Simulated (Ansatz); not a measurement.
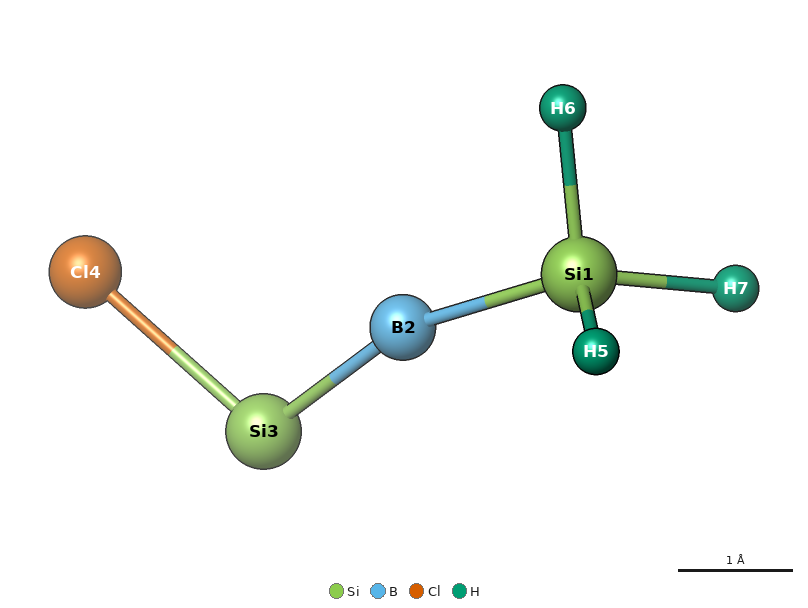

Orthographic view. Atoms fade into the background with distance from the viewer. The species has charge −1 and is a spin singlet. The computed structure is the end point of a PBE0-D4/def2-TZVPD optimisation. No frequency run is at hand to confirm it as a minimum.

Give the geometry as a Z-matrix, atoms in numerical order, with these reference atoms: 2 to 1; 3 to 2, 1; 4 to 3, 2, 1; 5 to 1, 2, 3; 6 to 1, 5, 2; 7 to 1, 6, 5.

```
Si 
B    1   1.963
Si   2   1.847   1   163.5
Cl   3   2.178   2   107.9   1  -179.8
H    1   1.505   2   118.3   3   -63.3
H    1   1.503   5   104.7   2   118.0
H    1   1.505   6   104.7   5  -108.2
```
